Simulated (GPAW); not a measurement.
SnO2 (Cassiterite, P4_2/mnm), O K edge of atom 3, with 3 Sn at 2.05 Å (distorted trigonal planar, site symmetry m2m). Method: GPAW, PBE, full core hole (charged cell), 12-atom cell with 5.7 Å between holes, 5×5×5 k points, dipole transitions, Gaussian full width 0.9 eV up to 4 eV, rising linearly to 3.5 eV at 25 eV.

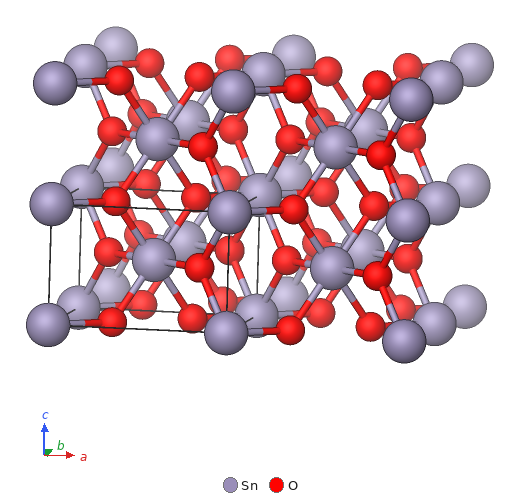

The structure (tin purple, oxygen red). 2×2×2 cells are drawn. Some periodic images of atoms are drawn too.

```
Sn O
1.0
     4.73800    0.00000    0.00000
     0.00000    4.73800    0.00000
     0.00000    0.00000    3.18650
Sn O
2 4
Direct
  0.50000 0.50000 0.50000
  0.00000 0.00000 0.00000
  0.80710 0.19290 0.50000
  0.69290 0.69290 0.00000
  0.19290 0.80710 0.50000
  0.30710 0.30710 0.00000
```

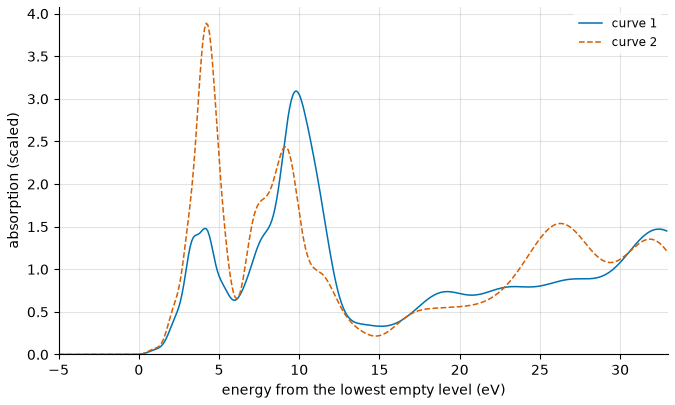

Energy from the lowest empty level; a common scale on which the isotropic spectrum has a mean of 1 over the first 20 eV.

**Question.** The curves are for the electric vector along different Cartesian axes of the cell as given, averaged over the symmetry-equivalent atoms. Which is which?

Curve 1: along x (⊥ c) (the other in-plane axis gives the same curve within 3 %), main maxima 4.1 eV (1.48) and 9.8 eV (3.09). Curve 2: along z (c), main maxima 4.2 eV (3.89) and 9.1 eV (2.44). A K edge sees empty p states on the absorber. Each direction probes the empty orbitals that point along it. The holes are only 5.7 Å apart, so the shape is probably not converged with cell size; no larger cell was run here. The mesh is coarse (0.27 Å⁻¹ between points), so small maxima may be mesh ripples.

[Banner, clock and machine lines of the logs are left out without a mark of their own.]

[Logs are printed without paths, hosts, clocks, repeated set-up lines and the standing remarks that a program may print on its own settings, such as how far it seeks lower states.]

[Hosts, paths, dates, database ids (printed as entryN), source tags and the programs' standing remarks are cut or masked in the printed files.]

[Lists of maxima count a maximum above −3 eV only where it reaches 4 % of the highest in the window and stands out from its surroundings by 2 % of it (1.5 % where it reaches 55 %); shoulders and weaker maxima are passed over, and of the rest the first, up to two pre-edge ones and the few strongest are named.]
